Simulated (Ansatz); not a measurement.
Band structure of CaO (Fm-3m, 2 atoms in the cell).

```xyz
2
Lattice="0.0000 2.4050 2.4050 2.4050 0.0000 2.4050 2.4050 2.4050 0.0000" Properties=species:S:1:pos:R:3 pbc="T T T"
Ca     0.0000     0.0000     0.0000
O      2.4050     2.4050     2.4050
```

Level of theory: PBE (plane waves, PAW; Ansatz, an electronic-structure program).

Settings: kpoints.mp_grid.grid = 12 12 12; hamiltonian.xc = pbe; hamiltonian.pseudopotentials = {kind: paw} (the program's default PAW files); scf.occupations.method = fermi_dirac; scf.occupations.width = 0.05 eV; kpoints.band_path.npoints = 8.

The starting cell has typed, rounded lattice constants, without a prior relaxation at this level.

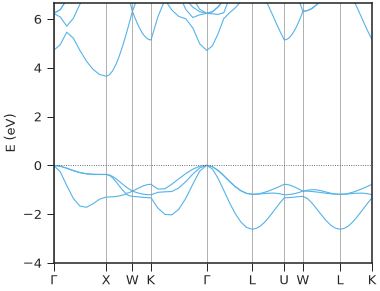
Figure. Bands along the path, energies from the top of the valence band on the path.

Problem. Read off roughly the gap and where its edges lie.

Solution. The gap along the path is about 3.7 eV (computed: 3.66 eV), from Γ to X; the smallest direct gap on it is 4.03 eV.

Levels in eV from the top of the valence band on the path, bands 5 to 11:
```tsv
point	5	6	7	8	9	10	11
Γ	-15.51	0.00	0.00	0.00	4.71	6.23	6.23
X	-15.28	-1.30	-0.37	-0.37	3.66	8.03	8.89
W	-14.90	-1.27	-1.05	-1.05	6.32	6.32	8.38
K	-14.92	-1.33	-1.21	-0.78	5.14	7.99	8.55
L	-14.34	-2.62	-1.19	-1.19	7.05	8.35	8.35
U	-14.92	-1.33	-1.21	-0.78	5.14	7.99	8.55
```

Keys are those of Ansatz 0.2.
